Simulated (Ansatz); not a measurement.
## Electronic structure of Na···Al···Na···H in real space

Input file:

```
crystal:
  periodic: [false, false, false]
  atoms:
    - {symbol: Na, position_ang: [-2.687653, 0.487087, -1.007250]}
    - {symbol: Al, position_ang: [0.055665, 0.097997, 0.003296]}
    - {symbol: Na, position_ang: [2.124368, -1.743150, 1.017712]}
    - {symbol: H, position_ang: [1.229889, 2.164746, 0.071336]}
basis:
  gaussian: {orbitals: def2-TZVPP}
hamiltonian: {xc: pbe0, dispersion: d4}
output: {forces: true, orbitals: {seedname: orbitals}}
```

Command:

```sh
ansatz run in.yaml --threads 2 --pin off --events-out ev --progress --plain --max-ram 4352MiB
```

A point of a scan, not a minimum; geometry: rigid move from PBE0-D4/def2-TZVP; not at a stationary point (largest force 1.9 eV/Å).

Level of theory: Ansatz, RKS PBE0-D4/def2-TZVPP.

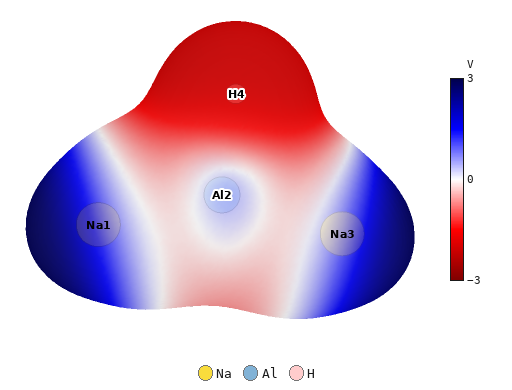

Figure 1. The molecular electrostatic potential painted on the density surface at 0.001 e/bohr³, seen at a tilt; red is negative and blue positive.

Where is the surface potential most negative and most positive?

Answer. The most negative region (about −2.1 V, or −48 kcal/mol for a unit charge) lies over H4, the most positive (about +2.9 V, or +67 kcal/mol for a unit charge) over Na1 and Na3.

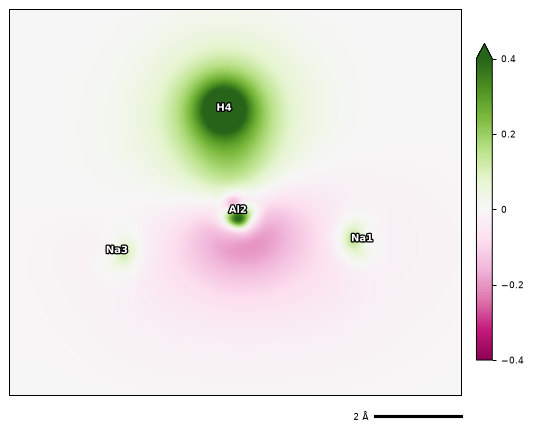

Figure 2. The HOMO−1 on the molecular plane (values in Å⁻³ᐟ²; the overall sign is arbitrary).

What is the character of this orbital?

Answer. It lies mainly on H4 (about 50 %), Al2 (about 35 %) and Na1 (about 5 %); it is symmetric in the molecular plane (an in-plane orbital: σ, lone-pair or in-plane π type). Its energy is −4.68 eV.
